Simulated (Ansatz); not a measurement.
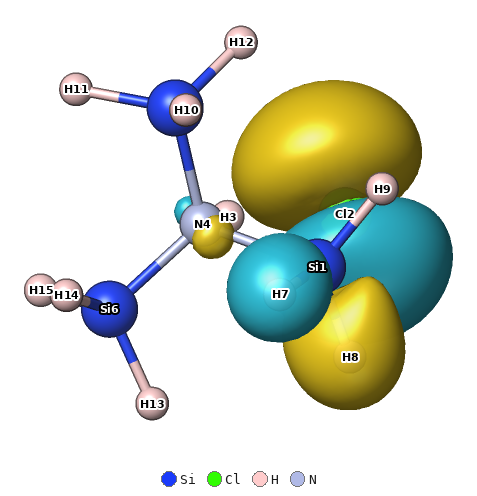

H₁₀NSi₃···Cl. The HOMO at ±0.08 Å⁻³ᐟ² (yellow and cyan are the two phases), seen across its widest extent.

A transition-state structure; geometry: PBE0-D4/def2-TZVP.

Level of theory: RKS PBE0-D4/def2-TZVPP (Ansatz 0.2.0).

The calculation's input:

```
crystal:
  periodic: [false, false, false]
  atoms:
    - {symbol: Si, position_ang: [0.159151, -1.419634, -0.862742]}
    - {symbol: Cl, position_ang: [1.073749, 0.297249, -2.690456]}
    - {symbol: H, position_ang: [0.281674, 0.783685, -1.047561]}
    - {symbol: N, position_ang: [-0.002240, 0.291338, -0.130081]}
    - {symbol: Si, position_ang: [1.295538, 0.630526, 1.073692]}
    - {symbol: Si, position_ang: [-1.673464, 0.673007, 0.406875]}
    - {symbol: H, position_ang: [-0.464220, -2.118458, 0.321321]}
    - {symbol: H, position_ang: [-0.767579, -1.713484, -1.967031]}
    - {symbol: H, position_ang: [1.558821, -1.883309, -0.855167]}
    - {symbol: H, position_ang: [1.297157, -0.494256, 2.035001]}
    - {symbol: H, position_ang: [0.920098, 1.894311, 1.751556]}
    - {symbol: H, position_ang: [2.562704, 0.748105, 0.329518]}
    - {symbol: H, position_ang: [-2.605157, -0.045754, -0.488480]}
    - {symbol: H, position_ang: [-1.801471, 0.216088, 1.808823]}
    - {symbol: H, position_ang: [-1.834860, 2.140587, 0.314732]}
basis:
  gaussian: {orbitals: def2-TZVPP}
hamiltonian: {xc: pbe0, dispersion: d4}
output: {orbitals: {seedname: orbitals}}
```

Command:

```sh
ansatz run in.yaml --threads 4 --pin off --events-out ev --progress --plain --max-ram 46080MiB --backend cuda --devices 0, --max-vram 37GiB
```

**Where does this orbital lie, and at what energy?**

It lies mainly on Cl2 (about 85 %); largely a lone pair of Cl2. Its energy is −7.10 eV.
